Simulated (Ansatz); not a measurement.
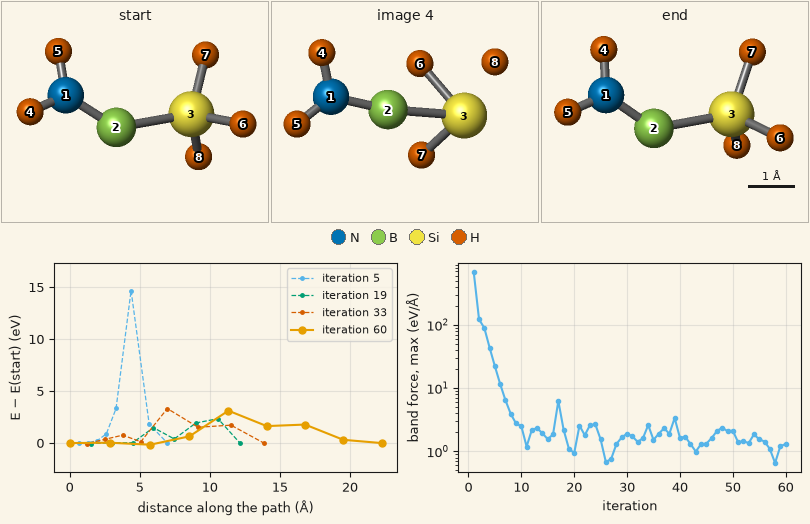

A search for the minimum-energy path of BSiNH$_{5}$ (multiplicity 2) by the nudged elastic band. Images are numbered from 0 (start) to 8 (end). The plot follows the band through its iterations. A ball-and-stick model, seen from a free direction.

Method: UKS BHLYP-D4/def2-SVP (Ansatz). Settings: 7 movable images; climbing image; force threshold 0.03 eV/Å; iteration limit 60; starting path through a guess of the saddle point; end points as typed, not relaxed.

### How did the profile develop, and is the result final?

The result isn't final. The band hadn't converged when the run stopped after 60 iterations. The largest component of the band force went from 680 to 1.3 eV/Å. The barrier read from it is provisional: over the last two iterations the highest image moved from 3.65 eV to 3.12 eV. The end points weren't relaxed, so energies relative to them aren't barriers between minima. The first iteration put the highest image at 199.01 eV. Relative to the start the highest point is image 4 at +3.12 eV and the end lies at 0.00 eV, but the profile dips to −0.16 eV at image 2 on the way, so there may be more than one step; on an unconverged band the side maxima are provisional.

Cost: 7.9 min on 1 thread of AMD EPYC 9R45 96-Core Processor (Zen 5), on a shared host, peak memory 0.19 GiB.
